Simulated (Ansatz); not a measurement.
Results of r²SCAN+rVV10 (Ansatz, a quantum-chemistry and plane-wave program, PAW) for rock-salt NdN.

Settings: plane-wave cutoff 560 eV, 18×18×18 k mesh, Fermi–Dirac smearing 0.05 eV, spin-polarised with parallel moments, scalar-relativistic PAW data made under PBE.

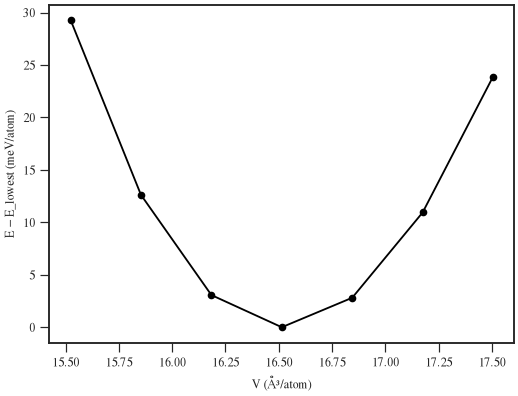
Fig. 1. Total energy against volume

**Question.** From the curve, estimate the equilibrium volume and the bulk modulus.

**Answer.** V0 ≈ 16.5 Å³/atom and B0 ≈ 140 GPa; the fit gives V0 = 16.516 Å³/atom, B0 = 142 GPa, B′ = 3.9.

Note: the magnetic order was assumed, not searched for or taken from measurement; the 4f shell is treated without U or exact exchange, so its levels and filling can be wrong.

Spin–orbit coupling is not included; it can open a gap where bands touch, and shift volumes and moduli.

Computing time: roughly 12 core-minutes.
